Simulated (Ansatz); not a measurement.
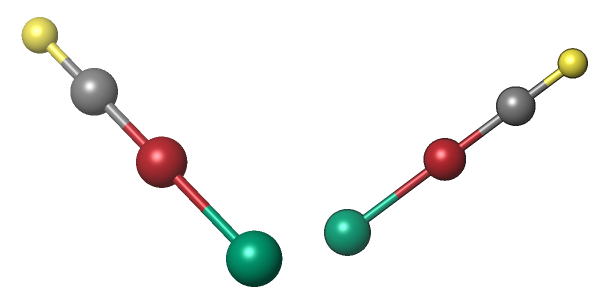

Two views of one molecule. Colours: boron red, nitrogen grey, chlorine teal, hydrogen yellow.

Computed geometry: PBE0-D4/def2-TZVP optimisation.

> Which formula does it have?

BClHN, 4 atoms: 1 boron, 1 chlorine, 1 hydrogen and 1 nitrogen.

> How many atoms are distinct by symmetry?

4: 1 B, 1 N, 1 Cl, 1 H.

> Count the bonded pairs by element.

1 B–N, 1 B–Cl, 1 N–H. Sticks follow a distance rule.

More results for the same structure follow; atom numbers are the same in all pictures, views and colours differ.

Shape

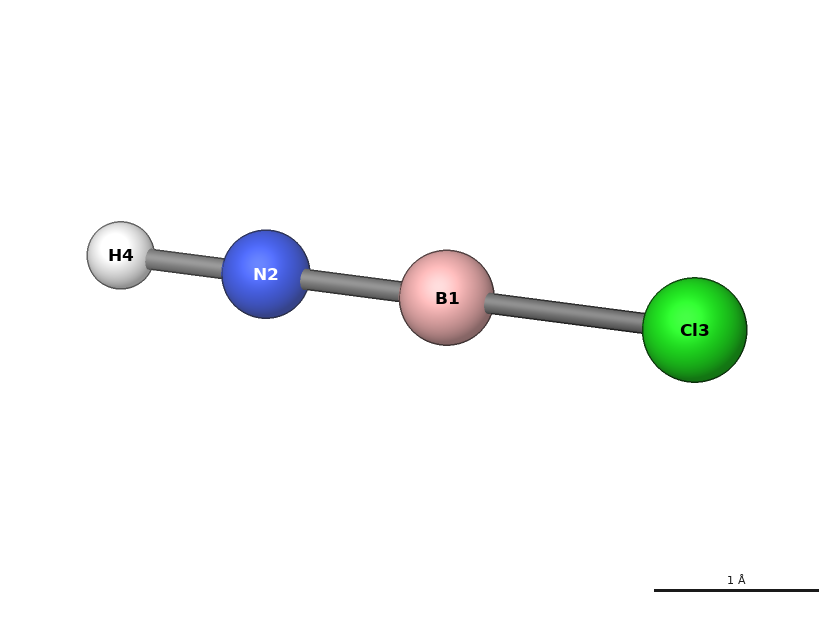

The atoms are numbered.

> How are the neighbours of atom 1 arranged?

B1 has 2 neighbours (N2 at 1.23, Cl3 at 1.69 Å); the arrangement is linear.

> How are the neighbours of atom 2 arranged?

N2 has 2 neighbours (B1 at 1.23, H4 at 0.99 Å); the arrangement is linear.

Thermal motion

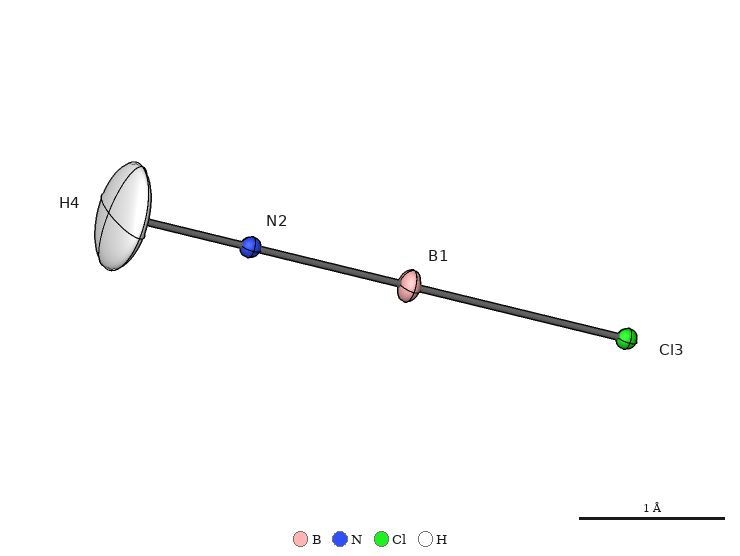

Displacement ellipsoids at the 50 % level, from the internal vibrations of the free molecule (harmonic, no overall translation or rotation; no half-axis is drawn under 0.075 Å). Vibrations computed with RKS PBE0-D4/def2-TZVP (Ansatz 0.2.0). Temperature: 400 K.

> Which atom moves most?

H4, with U_eq = 0.0424 Å².

> Does H4 move more along its bond or across it?

Across it: the root-mean-square amplitude is 0.072 Å along the bond and up to 0.247 Å across, since bending and torsion are softer than stretching.

List U_eq and the three principal root-mean-square amplitudes for each kind of atom.

| atom | U_eq (Å²) | rms amplitudes (Å) |
| --- | --- | --- |
| B1 | 0.0040 | 0.031, 0.075, 0.075 |
| N2 | 0.0014 | 0.032, 0.040, 0.040 |
| Cl3 | 0.00018 | 0.010, 0.010, 0.018 |
| H4 | 0.0424 | 0.072, 0.247, 0.247 |

Vibrations

Harmonic vibrations computed with RKS PBE0-D4/def2-TZVP (Ansatz 0.2.0) at a stationary point of the same level.

> How many vibrational modes are there, and where do they lie?

7 modes: 363, 363, 406, 406, 696, 2033, 3905 cm⁻¹.

Electronic properties

Method: RKS PBE0-D4/def2-TZVPP (Ansatz 0.2.0).

> Estimate the HOMO energy (Kohn–Sham orbital).

−8.36 eV.

> What is the HOMO–LUMO gap?

8.84 eV.
